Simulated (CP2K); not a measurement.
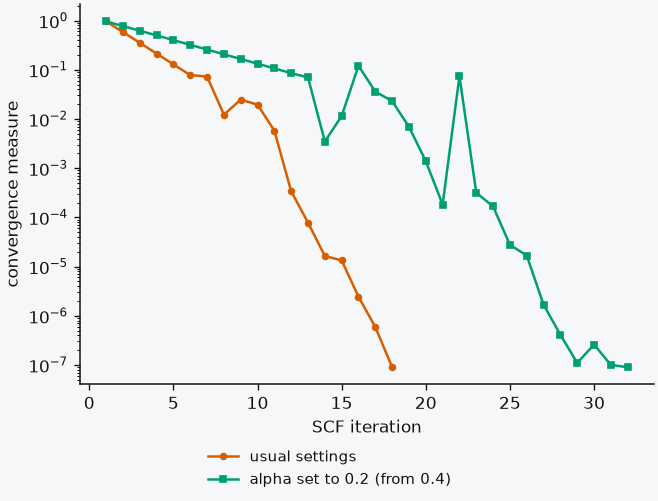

Two SCF runs that differ in one setting.
- system: C$_{2}$H$_{5}$AlSi (SMILES C#C[SiH2][AlH2])
- method: RHF AM1 (CP2K 2026.2)

Which runs converged, and in how many iterations?

“usual settings” converged in 18 iterations. “alpha set to 0.2 (from 0.4)” converged in 32 iterations. CP2K mixes the density linearly, with weight alpha, until the error falls below EPS_DIIS, and only then turns to DIIS. That happens at step 7 with the usual settings and at step 13 in the changed run. Both end at the same energy within 1 meV.
